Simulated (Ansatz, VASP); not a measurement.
**HfFe3Si2 in two plane-wave programs**

One calculation is typed for both programs; each brings its own data sets and cutoff. How far apart do they land? The cell is invented: As first built, before any earlier steps moved the atoms: it takes the FeGe structure with some of its atoms replaced by other elements, volume scaled by an estimate. It may not be a known or stable phase. The cell comes out of earlier VASP steps on this material, which relaxed, scaled or displaced it; both programs get it as it stands.

Program: Ansatz 0.2.0. Level of theory: plane waves, with VASP 6.6.1 beside it; relaxation of cell and atoms at PBE. Results are calculated unless marked as measured.

**1. Starting point**

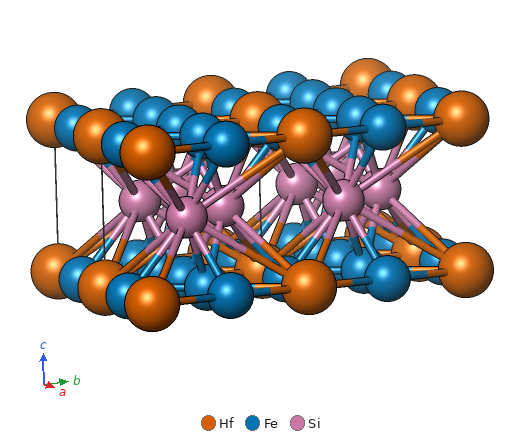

Start, viewed slightly off an axis; hafnium orange, iron blue, silicon pink. 2×2×1 cells are drawn. Some periodic images of atoms are drawn too.

**2. VASP: relaxation of cell and atoms, PBE**

The relaxed volume is the usual yardstick between codes: its relative difference is about their pressure difference at one cell divided by the bulk modulus.

Lines of VASP's logs that name or quote its potential files are left out, and so is its time.

Contents of INCAR:

```
SYSTEM = HfFe3Si2
PREC = Accurate
ENCUT = 400
EDIFF = 1E-06
NELM = 100
ISMEAR = -1
SIGMA = 0.05
LREAL = .FALSE.
ALGO = Normal
GGA = PE
ISPIN = 2
MAGMOM = 0 3 3 3 0 0
LMAXMIX = 4
LORBIT = 11
LWAVE = .FALSE.
LCHARG = .FALSE.
KPAR = 2
IBRION = 2
NSW = 60
ISIF = 3
EDIFFG = -0.01
```

Contents of POSCAR:

```
HfFe3Si2
1.0
    5.1207326134      0.0000000461      0.0000000000
   -2.5603657268      4.4346843805      0.0000000000
    0.0000000000      0.0000000000      3.6476494314
Hf Fe Si
1 3 2
Direct
    0.0000000000      0.0000000000      0.0000000000
    0.5000000000      0.0000000000      0.0000000000
    0.5000000000      0.5000000000      0.0000000000
    0.0000000000      0.5000000000      0.0000000000
    0.3333333300      0.6666666700      0.5000000000
    0.6666666700      0.3333333300      0.5000000000
```

Contents of KPOINTS:

```
Automatic mesh
0
Gamma
6 6 7
0 0 0
```

PAW data sets: Hf_pv, Fe and Si (PBE family, release 64).

Run with:

```console
$ mpirun -np 2 vasp_std
```

Numbers of over 12 decimals in the logs are rounded to 6 here.

Output:

```text
[banner, memory and clock lines left out]
running    2 mpi-ranks, on    1 nodes
 distrk:  each k-point on    1 cores,    2 groups
 distr:  one band on    1 cores,    1 groups

 POSCAR found type information on POSCAR HfFeSi
 POSCAR found :  3 types and       6 ions
 LDA part: xc-table for (Slater+PW92), standard interpolation
 POSCAR, INCAR and KPOINTS ok, starting setup
 FFT: planning ... GRIDC
 FFT: planning ... GRID_SOFT
 FFT: planning ... GRID
 WAVECAR not read
 entering main loop
       N       E                     dE             d eps       ncg     rms          rms(c)
DAV:   1     0.271689922272E+03    0.27169E+03   -0.15260E+04  3360   0.122E+03
DAV:   2    -0.287596756121E+02   -0.30045E+03   -0.28830E+03  3360   0.347E+02
DAV:   3    -0.491460436453E+02   -0.20386E+02   -0.19107E+02  4094   0.973E+01
DAV:   4    -0.502618115766E+02   -0.11158E+01   -0.11010E+01  4868   0.214E+01
DAV:   5    -0.502898249417E+02   -0.28013E-01   -0.27992E-01  4492   0.322E+00    0.601E+01
DAV:   6    -0.542603592356E+02   -0.39705E+01   -0.72197E+01  5024   0.972E+01    0.267E+01
DAV:   7    -0.511808766179E+02    0.30795E+01   -0.10349E+02  5270   0.102E+02    0.451E+01
DAV:   8    -0.470505090761E+02    0.41304E+01   -0.14883E+01  5246   0.340E+01    0.138E+01
DAV:   9    -0.466522359921E+02    0.39827E+00   -0.13665E+00  5090   0.104E+01    0.357E+00
DAV:  10    -0.466329981274E+02    0.19238E-01   -0.22295E-01  5230   0.346E+00    0.287E+00
DAV:  11    -0.466575183481E+02   -0.24520E-01   -0.85550E-02  5306   0.165E+00    0.171E+00
DAV:  12    -0.466610963528E+02   -0.35780E-02   -0.19663E-02  5042   0.103E+00    0.123E+00
DAV:  13    -0.466623648354E+02   -0.12685E-02   -0.13057E-02  5234   0.684E-01    0.894E-01
DAV:  14    -0.466663946261E+02   -0.40298E-02   -0.21989E-02  5194   0.965E-01    0.476E-01
DAV:  15    -0.466674622130E+02   -0.10676E-02   -0.18590E-02  5022   0.887E-01    0.145E-01
DAV:  16    -0.466677329471E+02   -0.27073E-03   -0.16656E-03  4824   0.367E-01    0.121E-01
DAV:  17    -0.466677086461E+02    0.24301E-04   -0.12222E-04  5032   0.839E-02    0.807E-02
DAV:  18    -0.466677244258E+02   -0.15780E-04   -0.72762E-05  3780   0.421E-02    0.624E-02
DAV:  19    -0.466677738245E+02   -0.49399E-04   -0.53884E-04  5204   0.173E-01    0.255E-02
DAV:  20    -0.466677799360E+02   -0.61115E-05   -0.21224E-05  3922   0.316E-02    0.135E-02
DAV:  21    -0.466677809232E+02   -0.98720E-06   -0.26091E-06  2502   0.100E-02
   1 F= -.46667781E+02 E0= -.46642747E+02  d E =-.466678E+02  mag=     1.7955
[...]
2 F= -.46667455E+02 E0= -.46641941E+02  d E =0.326086E-03  mag=     1.8662
[...]
3 F= -.46670038E+02 E0= -.46644762E+02  d E =-.225694E-02  mag=     1.8274
[...]
4 F= -.46670036E+02 E0= -.46644756E+02  d E =-.225492E-02  mag=     1.8278
 curvature:  -0.23 expect dE=-0.599E-04 dE for cont linesearch -0.557E-10
 trial: gam= 0.02721 g(F)=  0.403E-45 g(S)=  0.257E-03 ort = 0.150E-05 (trialstep = 0.899E+00)
 search vector abs. value=  0.264E-03
 bond charge predicted
       N       E                     dE             d eps       ncg     rms          rms(c)
DAV:   1    -0.466706509987E+02   -0.61488E-03   -0.16905E-02  3372   0.792E-01    0.219E-01
DAV:   2    -0.466702985255E+02    0.35247E-03   -0.11199E-03  4932   0.293E-01    0.127E-01
DAV:   3    -0.466704189803E+02   -0.12045E-03   -0.15967E-03  5150   0.424E-01    0.179E-01
DAV:   4    -0.466702020224E+02    0.21696E-03   -0.77280E-04  5210   0.278E-01    0.441E-02
DAV:   5    -0.466702013311E+02    0.69124E-06   -0.24828E-05  4442   0.369E-02    0.200E-02
DAV:   6    -0.466701998683E+02    0.14628E-05   -0.21526E-06  2948   0.113E-02    0.777E-03
DAV:   7    -0.466701996435E+02    0.22486E-06   -0.90854E-07  1878   0.821E-03
   5 F= -.46670200E+02 E0= -.46644725E+02  d E =-.163799E-03  mag=     1.8346
 trial-energy change:   -0.000164  1 .order   -0.000165   -0.000231   -0.000099
 step:   1.5719(harm=  1.5719)  dis= 0.00000  next Energy=   -46.670238 (dE=-0.202E-03)
 reached required accuracy - stopping structural energy minimisation
```

Parts of OUTCAR (step 2):

```text
ion  position               nearest neighbor table
   1  0.000  0.000  0.000-   4 2.56   4 2.56   2 2.56   2 2.56   3 2.56   3 2.56   6 3.47   5 3.47
                             6 3.47   5 3.47   6 3.47   6 3.47   5 3.47   5 3.47   6 3.47   5 3.47
   2  0.500  0.000  0.000-   5 2.35   6 2.35   5 2.35   6 2.35   3 2.56   3 2.56   1 2.56   1 2.56
                             4 2.56   4 2.56
   3  0.500  0.500  0.000-   5 2.35   6 2.35   5 2.35   6 2.35   2 2.56   2 2.56   4 2.56   4 2.56
                             1 2.56   1 2.56
   4  0.000  0.500  0.000-   5 2.35   6 2.35   5 2.35   6 2.35   1 2.56   1 2.56   3 2.56   3 2.56
                             2 2.56   2 2.56
   5  0.333  0.667  0.500-   3 2.35   3 2.35   2 2.35   2 2.35   4 2.35   4 2.35   6 2.96   6 2.96
                             6 2.96   1 3.47   1 3.47   1 3.47   1 3.47   1 3.47   1 3.47
   6  0.667  0.333  0.500-   3 2.35   3 2.35   2 2.35   2 2.35   4 2.35   4 2.35   5 2.96   5 2.96
                             5 2.96   1 3.47   1 3.47   1 3.47   1 3.47   1 3.47   1 3.47

  LATTYP: Found a hexagonal cell.
 ALAT       =     5.1207326134
 C/A-ratio  =     0.7123296034

 Subroutine GETGRP returns: Found 24 space group operations
 (whereof 24 operations were pure point group operations)

The static configuration has the point symmetry D_6h.

 Found     28 irreducible k-points:

   k-points           NKPTS =     28   k-points in BZ     NKDIM =     28   number of bands    NBANDS=     30

   dimension x,y,z NGX =    36 NGY =   36 NGZ =   24
   dimension x,y,z NGXF=    72 NGYF=   72 NGZF=   48

   ENCUT  =  400.0 eV  29.40 Ry    5.42 a.u.   8.35  8.35  5.95*2*pi/ulx,y,z

   NELECT =      42.0000    total number of electrons

 k-points in reciprocal lattice and weights: Automatic mesh
   0.00000000  0.00000000  0.00000000       0.004
   0.16666667  0.00000000  0.00000000       0.024
   0.33333333  0.00000000  0.00000000       0.024
   0.50000000  0.00000000  0.00000000       0.012
   0.16666667  0.16666667  0.00000000       0.024
   0.33333333  0.16666667  0.00000000       0.048
   0.33333333  0.33333333  0.00000000       0.008
   0.00000000  0.00000000  0.14285714       0.008
   0.16666667  0.00000000  0.14285714       0.048
[...]
0.33333333  0.16666667  0.42857143       0.095
   0.33333333  0.33333333  0.42857143       0.016

 average (electrostatic) potential at core
       1 -35.5505       2 -41.9719       3 -41.9719       4 -41.9719       5 -82.2657
       6 -82.2657

 E-fermi :   7.0249

 spin component 1
 k-point     1 :       0.0000    0.0000    0.0000
  band No.  band energies     occupation
    ...
     19       6.0111      1.00000
     20       6.3895      1.00000
     21       6.3895      1.00000
     22       6.4257      0.99999
     23       6.6520      0.99942
     24       7.7656      0.00000
     25       8.7682      0.00000
     26       8.7683      0.00000
     27      10.5800      0.00000
     28      10.5800      0.00000
    ...

 k-point     2 :       0.1667    0.0000    0.0000
  band No.  band energies     occupation
    ...
     17       5.7752      1.00000
     18       5.8752      1.00000
     19       6.0378      1.00000
     20       6.2771      1.00000
     21       6.4140      1.00000
     22       7.0728      0.27721
     23       7.1967      0.03119
     24       7.8673      0.00000
     25       8.7905      0.00000
     26       8.8082      0.00000
    ...

 k-point     3 :       0.3333    0.0000    0.0000
  band No.  band energies     occupation
    ...
     17       5.5429      1.00000
     18       5.6632      1.00000
     19       5.9377      1.00000
     20       6.3253      1.00000
     21       6.4295      0.99999
     22       7.3688      0.00103
     23       7.6746      0.00000
     24       8.1254      0.00000
     25       8.8359      0.00000
     26       9.0998      0.00000
    ...

 k-point     4 :       0.5000    0.0000    0.0000
  band No.  band energies     occupation
    ...
     17       5.4476      1.00000
     18       5.5412      1.00000
     19       5.6533      1.00000
     20       6.4380      0.99999
     21       6.5098      0.99997
     22       7.2622      0.00860
     23       7.8255      0.00000
     24       8.2489      0.00000
     25       8.8213      0.00000
     26       9.7341      0.00000
    ...

 k-point     5 :       0.1667    0.1667    0.0000
  band No.  band energies     occupation
    ...
     17       5.5660      1.00000
     18       5.7088      1.00000
     19       6.1710      1.00000
     20       6.2253      1.00000
     21       6.2602      1.00000
     22       7.3836      0.00076
     23       7.6219      0.00001
     24       8.0320      0.00000
     25       8.7635      0.00000
     26       9.0745      0.00000
    ...

 k-point     6 :       0.3333    0.1667    0.0000
  band No.  band energies     occupation
    ...
     17       5.3796      1.00000
     18       5.4474      1.00000
     19       5.7862      1.00000
     20       6.2301      1.00000
     21       6.4153      0.99999
     22       7.3093      0.00338
     23       8.0490      0.00000
     24       8.2498      0.00000
     25       8.7330      0.00000
     26       9.4930      0.00000
    ...

  Total       -0.0551229     -0.0551229      0.0351980     -0.0000000      0.0000000      0.0000000
  in kB       -1.0585454     -1.0585454      0.6759203     -0.0000001      0.0000000      0.0000000
  external PRESSURE =      -0.4803902 kB  Pullay stress =       0.0000000 kB

  energy-cutoff  :      400.00
  volume of cell :       83.43
      direct lattice vectors                 reciprocal lattice vectors
     5.128435549  0.000000047 -0.000000000     0.194991238  0.112578222  0.000000000
    -2.564217193  4.441355317 -0.000000000    -0.000000002  0.225156495  0.000000000
    -0.000000000 -0.000000000  3.662965343     0.000000000  0.000000000  0.273002856

 POSITION                                       TOTAL-FORCE (eV/Angst)
 -----------------------------------------------------------------------------------
      0.00000     -0.00000      3.66297        -0.000000      0.000000     -0.000000
      2.56422      0.00000      3.66297        -0.000000      0.000000     -0.000000
      1.28211      2.22068      3.66297        -0.000000      0.000000     -0.000000
     -1.28211      2.22068      3.66297        -0.000000      0.000000     -0.000000
      0.00000      2.96090      1.83148        -0.000000      0.000000      0.000000
      2.56422      1.48045      1.83148         0.000000     -0.000000     -0.000000
 -----------------------------------------------------------------------------------
    total drift:                                0.000000      0.000000      0.000000

  FREE ENERGIE OF THE ION-ELECTRON SYSTEM (eV)
  ---------------------------------------------------
  free  energy   TOTEN  =       -46.6701996435 eV

  energy  without entropy=      -46.6192499648  energy(sigma->0) =      -46.64472480

 reached required accuracy - stopping structural energy minimisation

 total charge
# of ion       s       p       d       tot
------------------------------------------
    1        0.423   6.405   1.574   8.403
    2        0.498   0.590   6.536   7.624
    3        0.498   0.590   6.536   7.624
    4        0.498   0.590   6.536   7.624
    5        0.747   0.869   0.000   1.616
    6        0.747   0.869   0.000   1.616
--------------------------------------------------
tot          3.411   9.914  21.183  34.508

 magnetization (x)
# of ion       s       p       d       tot
------------------------------------------
    1       -0.014  -0.025  -0.220  -0.259
    2       -0.000  -0.001   0.753   0.751
    3       -0.000  -0.001   0.753   0.751
    4       -0.000  -0.001   0.753   0.751
    5       -0.008  -0.019   0.000  -0.027
    6       -0.008  -0.019   0.000  -0.027
--------------------------------------------------
tot         -0.031  -0.067   2.039   1.941

[... 6 further parts left out ...]
```

(Part 1 of 2 ends here.)

[Lines on the potential files, build, host, timing and source positions are cut from VASP's logs without a mark.]

[Logs are printed without paths, hosts, clocks, repeated set-up lines and the standing remarks that a program may print on its own settings, such as how far it seeks lower states.]

[Hosts, paths, dates, database ids (printed as entryN), source tags and the programs' standing remarks are cut or masked in the printed files.]
